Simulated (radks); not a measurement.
# Ionisation of Pr: one atom, several choices of exchange strength α

Aim: the ionisation energy of Pr ([Xe] 4f3 6s2) to Pr⁺ ([Xe] 4f3 6s1) for each choice of exchange strength α, and which comes nearest the tabulated value.

Method: scalar-relativistic Kohn-Sham, spin-unpolarised, spherical densities, point nucleus. Code: radks (a radial shooting solver on a logarithmic mesh, Libxc functionals) version 1.

4 further runs of the same task are left out: 2 that didn't finish, 2 set aside as unsound or not needed.

### 1 Starting point

* element: praseodymium (Z = 59)
* charge: 0
* electrons: 59
* configuration: [Xe] 4f3 6s2
* ion: Pr⁺, [Xe] 4f3 6s1
* choices: α = 0.667; α = 0.774; α = 0.847; α = 0.859

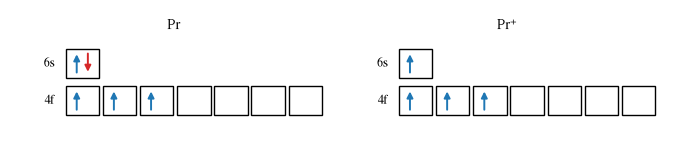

Occupation of the outer shells (arrows by Hund's rule).

### 2 α = 0.667: Pr

Settings of this run:

```text
Z 59
configuration [Xe] 4f3 6s2
relativity scalar-relativistic
functional xalpha 0.667
spin unpolarised
nucleus point
c 137.035999084
```

### 3 α = 0.667: Pr⁺

Settings of this run:

```text
Z 59
configuration [Xe] 4f3 6s1
relativity scalar-relativistic
functional xalpha 0.667
spin unpolarised
nucleus point
c 137.035999084
```

### 4 α = 0.774: Pr

Settings of this run:

```text
Z 59
configuration [Xe] 4f3 6s2
relativity scalar-relativistic
functional xalpha 0.774
spin unpolarised
nucleus point
c 137.035999084
```

### 5 α = 0.774: Pr⁺

Settings of this run:

```text
Z 59
configuration [Xe] 4f3 6s1
relativity scalar-relativistic
functional xalpha 0.774
spin unpolarised
nucleus point
c 137.035999084
```

### 6 α = 0.847: Pr

Settings of this run:

```text
Z 59
configuration [Xe] 4f3 6s2
relativity scalar-relativistic
functional xalpha 0.847
spin unpolarised
nucleus point
c 137.035999084
```

### 7 α = 0.847: Pr⁺

Settings of this run:

```text
Z 59
configuration [Xe] 4f3 6s1
relativity scalar-relativistic
functional xalpha 0.847
spin unpolarised
nucleus point
c 137.035999084
```

### 8 α = 0.859: Pr

Settings of this run:

```text
Z 59
configuration [Xe] 4f3 6s2
relativity scalar-relativistic
functional xalpha 0.859
spin unpolarised
nucleus point
c 137.035999084
```

### 9 α = 0.859: Pr⁺

Settings of this run:

```text
Z 59
configuration [Xe] 4f3 6s1
relativity scalar-relativistic
functional xalpha 0.859
spin unpolarised
nucleus point
c 137.035999084
```

**Question.** What will these runs give? Wanted: for each run, exchange strength α; E(Pr); Δ-SCF; −ε(HOMO); <r> HOMO; error.

**Answer**, as computed:

```csv
exchange strength α,E(Pr) (hartree),Δ-SCF (eV),−ε(HOMO) (eV),<r> HOMO (bohr),error (eV)
α = 0.667,-9224.9666,5.091,0.246,1.239,-0.38
α = 0.774,-9257.7411,5.556,2.022,1.144,+0.09
α = 0.847,-9280.1687,5.896,3.424,1.101,+0.43
α = 0.859,-9283.8606,5.954,3.596,4.337,+0.48
```

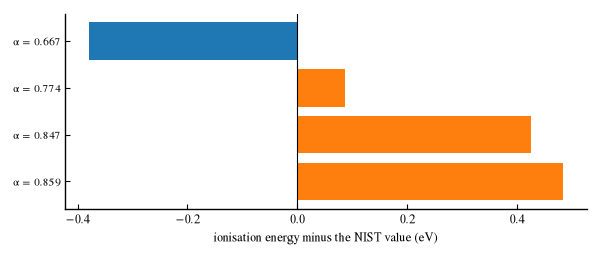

Each choice against the tabulated value.

What this shows: The NIST Atomic Spectra Database lists 5.470 eV (semi-empirical). The smallest miss is that of α = 0.774 (+0.09 eV), the largest that of α = 0.859 (+0.48 eV). The ionisation energies span 0.86 eV, the total energies of Pr 1603 eV: most of the change in the total cancels in the difference. α = 2/3 is LDA exchange; there is no correlation term. The tabulated value is met near α = 0.75. Spin polarisation and multiplet splitting are left out, so open shells lie too high by an amount that depends on their filling. Spin-orbit splitting is averaged out at the scalar-relativistic level. The highest level changes shell from one choice to another, so −ε(HOMO) and Δ-SCF need not concern the same electron.
